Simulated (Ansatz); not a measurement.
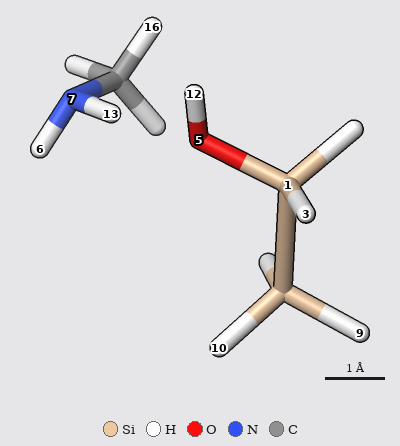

Figure 1. The input geometry (stick view, seen at a tilt; atoms are numbered from 1 in the order of the input). Bond lengths as drawn: C–H 1.11 to 1.12 Å, C–N 1.47 Å, H–N 1.03 Å, H–O 0.98 Å, H–Si 1.50 to 1.51 Å, O–Si 1.70 Å and Si–Si 2.36 Å.

## Nudged elastic band, with input and output: CH11NOSi2 (part 1 of 2)

The run: nudged elastic band of CH11NOSi2. Method and program: RKS revPBE/6-31G* (Ansatz 0.2.0).

The run did not end well. One setting was made poor on purpose. It belongs to a series of runs on one base structure; here: band between the two ends.

### The input
```yaml
crystal:
  periodic: [false, false, false]
  atoms:
    - { symbol: Si, position_ang: [-0.797898, 0.159143, -2.215922] }
    - { symbol: Si, position_ang: [-0.505831, -2.051414, -1.458173] }
    - { symbol: H, position_ang: [-0.547765, 0.24131, -3.702512] }
    - { symbol: H, position_ang: [-2.223429, 0.604523, -1.994519] }
    - { symbol: O, position_ang: [0.305498, 1.118514, -1.346053] }
    - { symbol: H, position_ang: [2.137252, 0.43256, 1.888253] }
    - { symbol: "N", position_ang: [1.398547, 1.145096, 1.817238] }
    - { symbol: C, position_ang: [0.290894, 0.765404, 2.713726] }
    - { symbol: H, position_ang: [-1.453047, -2.948375, -2.207323] }
    - { symbol: H, position_ang: [0.896564, -2.531273, -1.706436] }
    - { symbol: H, position_ang: [-0.802948, -2.171475, 0.010133] }
    - { symbol: H, position_ang: [0.271803, 2.070536, -1.565209] }
    - { symbol: H, position_ang: [1.068761, 1.095636, 0.84392] }
    - { symbol: H, position_ang: [0.642607, 0.795818, 3.760889] }
    - { symbol: H, position_ang: [-0.162908, -0.239535, 2.541521] }
    - { symbol: H, position_ang: [-0.518002, 1.513532, 2.620569] }
basis:
  gaussian: { orbitals: "6-31G*" }
hamiltonian:
  xc: revpbe
neb:
  order_check: false
  images: 7
  f_tol: 0.05
  max_iterations: 10
  final_atoms:
    - { symbol: Si, position_ang: [-0.63282489, 1.49457086, -1.04414897] }
    - { symbol: Si, position_ang: [0.38361766, -3.27379636, -0.28388442] }
    - { symbol: H, position_ang: [-0.15212309, 0.65289501, -2.19483503] }
    - { symbol: H, position_ang: [-2.09721424, 1.37970331, -0.77189721] }
    - { symbol: O, position_ang: [-0.4737593, 3.14220299, -1.40236424] }
    - { symbol: H, position_ang: [0.58288861, -2.95052375, 1.1671249] }
    - { symbol: "N", position_ang: [0.2213096, 0.83736086, 0.32457604] }
    - { symbol: C, position_ang: [-0.03085206, 1.18820408, 1.72766532] }
    - { symbol: H, position_ang: [-1.01201983, -2.92138862, -0.69837644] }
    - { symbol: H, position_ang: [1.37056658, -2.49952451, -1.1062117] }
    - { symbol: H, position_ang: [0.61360061, -4.74135036, -0.49827167] }
    - { symbol: H, position_ang: [0.41967337, 3.39626654, -1.70457359] }
    - { symbol: H, position_ang: [1.15890162, 0.46514893, 0.16330396] }
    - { symbol: H, position_ang: [0.14951567, 0.31972008, 2.38832266] }
    - { symbol: H, position_ang: [-1.08976648, 1.47692641, 1.84239963] }
    - { symbol: H, position_ang: [0.5885842, 2.03358453, 2.09127276] }
  initial_path:
    images:
      - { positions_ang: [[-0.797898, 0.159143, -2.215922], [-0.505831, -2.051414, -1.458173], [-0.547765, 0.24131, -3.702512], [-2.223429, 0.604523, -1.994519], [0.305498, 1.118514, -1.346053], [2.137252, 0.43256, 1.888253], [1.398547, 1.145096, 1.817238], [0.290894, 0.765404, 2.713726], [-1.453047, -2.948375, -2.207323], [0.896564, -2.531273, -1.706436], [-0.802948, -2.171475, 0.010133], [0.271803, 2.070536, -1.565209], [1.068761, 1.095636, 0.84392], [0.642607, 0.795818, 3.760889], [-0.162908, -0.239535, 2.541521], [-0.518002, 1.513532, 2.620569]] }
      - { positions_ang: [[-0.72560705, 0.27372221, -1.92172332], [-0.35036093, -2.01155333, -1.29898176], [-0.71759996, 0.2573021, -3.35445885], [-2.05271643, 0.81214737, -1.59396861], [0.42847698, 1.20565151, -1.39479475], [1.79325959, 0.17154181, 1.51304423], [1.17542412, 1.01460713, 1.57068374], [0.16277934, 0.73792687, 2.55419861], [-1.35754831, -2.8275115, -2.02084006], [0.9830463, -2.46976084, -1.69968723], [-0.53825679, -2.32236446, 0.09778215], [0.41662697, 1.98064337, -1.78847116], [1.13124, 1.12908496, 0.84804119], [0.58643866, 0.70575234, 3.55420239], [-0.37660351, -0.20156478, 2.41318207], [-0.55850098, 1.54437522, 2.52189336]] }
      - { positions_ang: [[-0.6533161, 0.38830141, -1.62752463], [-0.19489086, -1.97169266, -1.13979053], [-0.88743492, 0.2732942, -3.0064057], [-1.88200386, 1.01977174, -1.19341821], [0.55145597, 1.29278902, -1.44353649], [1.44926717, -0.08947638, 1.13783547], [0.95230123, 0.88411827, 1.32412947], [0.03466468, 0.71044974, 2.39467121], [-1.26204963, -2.70664799, -1.83435713], [1.06952859, -2.40824867, -1.69293846], [-0.27356557, -2.47325392, 0.1854313], [0.56145094, 1.89075075, -2.01173333], [1.193719, 1.16253392, 0.85216237], [0.53027032, 0.61568669, 3.34751579], [-0.59029901, -0.16359455, 2.28484315], [-0.59899996, 1.57521844, 2.42321773]] }
      - { positions_ang: [[-0.58102515, 0.50288062, -1.33332595], [-0.03942078, -1.93183198, -0.98059929], [-1.05726988, 0.2892863, -2.65835256], [-1.71129129, 1.22739612, -0.79286782], [0.67443495, 1.37992652, -1.49227824], [1.10527476, -0.35049458, 0.7626267], [0.72917835, 0.7536294, 1.07757521], [-0.09344998, 0.68297261, 2.23514382], [-1.16655094, -2.58578449, -1.64787419], [1.15601089, -2.34673651, -1.68618969], [-0.00887436, -2.62414338, 0.27308045], [0.70627491, 1.80085812, -2.23499549], [1.25619799, 1.19598287, 0.85628356], [0.47410198, 0.52562103, 3.14082918], [-0.80399452, -0.12562433, 2.15650422], [-0.63949893, 1.60606166, 2.32454209]] }
      - { positions_ang: [[-0.50873419, 0.61745983, -1.03912727], [0.11604929, -1.89197131, -0.82140805], [-1.22710485, 0.3052784, -2.31029941], [-1.54057872, 1.43502049, -0.39231742], [0.79741394, 1.46706403, -1.54101998], [0.76128234, -0.61151277, 0.38741793], [0.50605547, 0.62314053, 0.83102094], [-0.22156464, 0.65549548, 2.07561643], [-1.07105225, -2.46492098, -1.46139126], [1.24249318, -2.28522434, -1.67944093], [0.25581685, -2.77503283, 0.3607296], [0.85109888, 1.71096549, -2.45825765], [1.31867699, 1.22943183, 0.86040474], [0.41793365, 0.43555537, 2.93414257], [-1.01769002, -0.0876541, 2.0281653], [-0.67999791, 1.63690487, 2.22586645]] }
      - { positions_ang: [[-0.53975687, 0.83673759, -1.04038269], [0.18294138, -2.23742757, -0.68702715], [-0.95835941, 0.39218256, -2.28143332], [-1.6797376, 1.42119119, -0.48721237], [0.47962063, 1.88584877, -1.50635604], [0.71668391, -1.19626551, 0.58234467], [0.434869, 0.67669562, 0.70440972], [-0.1738865, 0.78867263, 1.98862865], [-1.05629415, -2.57903789, -1.27063755], [1.27451153, -2.33879939, -1.53613362], [0.34526279, -3.26661222, 0.14597928], [0.7432425, 2.13229076, -2.26983664], [1.27873315, 1.03836111, 0.68612955], [0.35082915, 0.40659655, 2.79768759], [-1.03570914, 0.30349103, 1.98172388], [-0.36285238, 1.73607479, 2.19221803]] }
      - { positions_ang: [[-0.57077954, 1.05601535, -1.04163812], [0.24983347, -2.58288384, -0.55264624], [-0.68961397, 0.47908671, -2.25256722], [-1.81889648, 1.4073619, -0.58210732], [0.16182732, 2.30463351, -1.47169211], [0.67208547, -1.78101826, 0.77727142], [0.36368253, 0.7302507, 0.57779849], [-0.12620835, 0.92184978, 1.90164087], [-1.04153604, -2.6931548, -1.07988385], [1.30652988, -2.39237443, -1.39282631], [0.43470873, -3.7581916, -0.06877103], [0.63538612, 2.55361602, -2.08141562], [1.2387893, 0.84729038, 0.51185435], [0.28372466, 0.37763773, 2.66123262], [-1.05372825, 0.69463615, 1.93528246], [-0.04570685, 1.8352447, 2.15856961]] }
      - { positions_ang: [[-0.60180222, 1.27529311, -1.04289355], [0.31672557, -2.9283401, -0.41826533], [-0.42086853, 0.56599086, -2.22370113], [-1.95805536, 1.3935326, -0.67700226], [-0.15596599, 2.72341825, -1.43702817], [0.62748704, -2.36577101, 0.97219816], [0.29249607, 0.78380578, 0.45118727], [-0.07853021, 1.05502693, 1.8146531], [-1.02677793, -2.80727171, -0.88913015], [1.33854823, -2.44594947, -1.24951901], [0.52415467, -4.24977098, -0.28352135], [0.52752974, 2.97494128, -1.89299461], [1.19884546, 0.65621966, 0.33757916], [0.21662016, 0.3486789, 2.52477764], [-1.07174737, 1.08578128, 1.88884105], [0.27143867, 1.93441461, 2.12492118]] }
      - { positions_ang: [[-0.63282489, 1.49457086, -1.04414897], [0.38361766, -3.27379636, -0.28388442], [-0.15212309, 0.65289501, -2.19483503], [-2.09721424, 1.37970331, -0.77189721], [-0.4737593, 3.14220299, -1.40236424], [0.58288861, -2.95052375, 1.1671249], [0.2213096, 0.83736086, 0.32457604], [-0.03085206, 1.18820408, 1.72766532], [-1.01201983, -2.92138862, -0.69837644], [1.37056658, -2.49952451, -1.1062117], [0.61360061, -4.74135036, -0.49827167], [0.41967337, 3.39626654, -1.70457359], [1.15890162, 0.46514893, 0.16330396], [0.14951567, 0.31972008, 2.38832266], [-1.08976648, 1.47692641, 1.84239963], [0.5885842, 2.03358453, 2.09127276]] }
```

Launched with:
```bash
ansatz run input.yaml --threads 2 --pin off --max-ram 3072MiB --backend cpu --events-out ev --progress --plain --runs-dir out
```

### What the program printed
```
Engine: ansatz 0.2.0, x86_64-unknown-linux-gnu
Functional definition: revPBE
  parameter kappa = 1.245
  parameter beta = 0.06672455060314922
  exchange = pbe_x(kappa = kappa, mu = beta*pi^2/3)
  correlation = pbe_c(beta = beta)
1394 factors; their error is unknown
mean field evaluation 1: about -20491.9993 eV, gradient 7.4e1 eV
mean field evaluation 2: about -20411.9691 eV, gradient 1.7e2 eV
mean field evaluation 4: about -20502.7359 eV, gradient 1.2e1 eV
mean field evaluation 8: about -20503.0486 eV, gradient 1.3e-1 eV
mean field evaluation 16: about -20502.9383 eV, gradient 3.2e-3 eV
mean field -20502.93826411 eV, -753.4690838154 hartree, gradient 3.6e-5 eV, S^2 0.000000; 0 other end points of the search recorded, 0 dependent functions left out
the calculation of the forces begins
reference -20502.93832010 eV, -753.4690858731 hartree; 30, 30 occupied and 75, 75 virtual orbitals, 1394 factors
1394 factors; their error is unknown
mean field evaluation 32: about -20503.4540 eV, gradient 4.9e-2 eV
mean field -20503.45397447 eV, -753.4880358215 hartree, gradient 2.2e-5 eV, S^2 0.000000; 0 other end points of the search recorded, 0 dependent functions left out
[... from here on the field's lines of each further geometry are left out, up to the last ...]
NEB iter   1: max|band force component| = 6.927e1 eV/Å  barrier→ = 14.3611 eV  barrier← = 14.8768 eV  Δτ_max = 0.2000 Å  (275 SCF iters)
NEB iter   2: max|band force component| = 8.390e0 eV/Å  barrier→ = 1.9318 eV  barrier← = 2.4475 eV  Δτ_max = 0.2000 Å  (239 SCF iters)
NEB iter   3: max|band force component| = 1.063e1 eV/Å  barrier→ = 1.9091 eV  barrier← = 2.4248 eV  Δτ_max = 0.1031 Å  (210 SCF iters)
NEB iter   4: max|band force component| = 2.573e0 eV/Å  barrier→ = 0.9586 eV  barrier← = 1.4743 eV  Δτ_max = 0.2000 Å  (206 SCF iters)
NEB iter   5: max|band force component| = 6.993e-1 eV/Å  barrier→ = 0.9492 eV  barrier← = 1.4649 eV  Δτ_max = 0.2000 Å  (203 SCF iters)
NEB iter   6: max|band force component| = 1.240e0 eV/Å  barrier→ = 0.7228 eV  barrier← = 1.2385 eV  Δτ_max = 0.1017 Å  (201 SCF iters)
NEB iter   7: max|band force component| = 1.023e0 eV/Å  barrier→ = 0.6021 eV  barrier← = 1.1178 eV  Δτ_max = 0.1001 Å  (204 SCF iters)
NEB iter   8: max|band force component| = 5.558e-1 eV/Å  barrier→ = 0.4793 eV  barrier← = 0.9950 eV  CI = image 4  Δτ_max = 0.1987 Å  (205 SCF iters)
NEB iter   9: max|band force component| = 1.403e0 eV/Å  barrier→ = 1.0728 eV  barrier← = 1.5885 eV  CI = image 4  Δτ_max = 0.1003 Å  (203 SCF iters)
the calculation of the forces begins
reference -20503.30678739 eV, -753.4826267961 hartree; 30, 30 occupied and 75, 75 virtual orbitals, 1394 factors
these checks for a lower state are left out or cut short: starts, cluster_reference, orbital_swaps, neighbouring_geometries, increment
1394 factors; their error is unknown
mean field -20503.42448095 eV, -753.4869519546 hartree, gradient 2.6e-5 eV, S^2 0.000000; 0 other end points of the search recorded, 0 dependent functions left out
the calculation of the forces begins
reference -20503.42453775 eV, -753.4869540422 hartree; 30, 30 occupied and 75, 75 virtual orbitals, 1394 factors
NEB iter  10: max|band force component| = 1.478e0 eV/Å  barrier→ = 1.1486 eV  barrier← = 1.6644 eV  CI = image 4  Δτ_max = 0.2000 Å  (203 SCF iters)
```

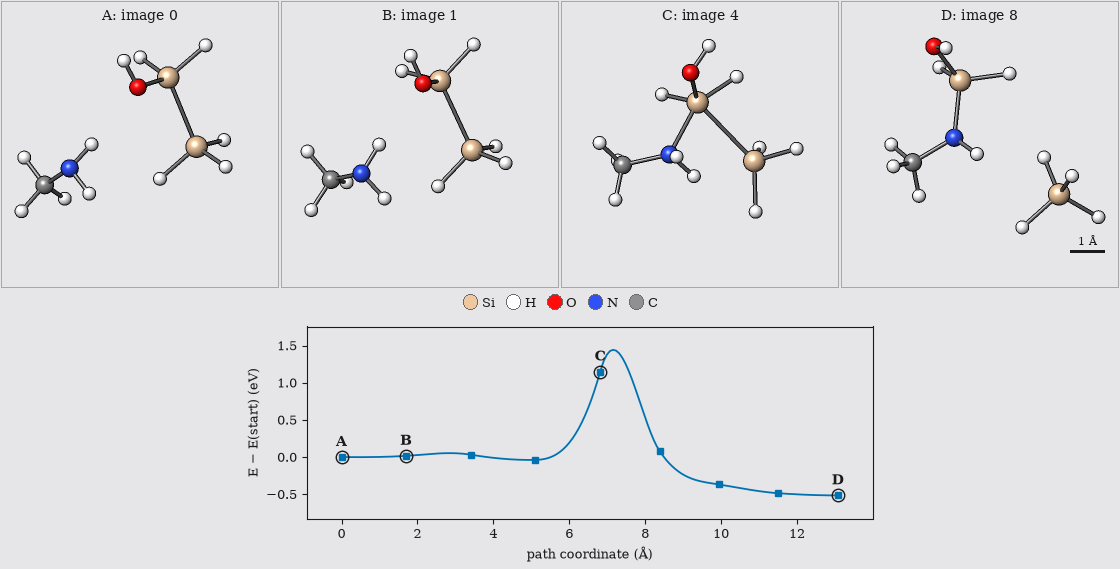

Figure 2. Images of the last band (counted from 0; ball-and-stick, seen at a tilt) above the energy along the path; the line is a cubic interpolation that uses the forces. The highest image is number 4, 1.149 eV above the start and 1.664 eV above the end (the climbing image); the end lies 0.516 eV below the start. The path is 13.07 Å long. The band had not converged after 10 iterations.
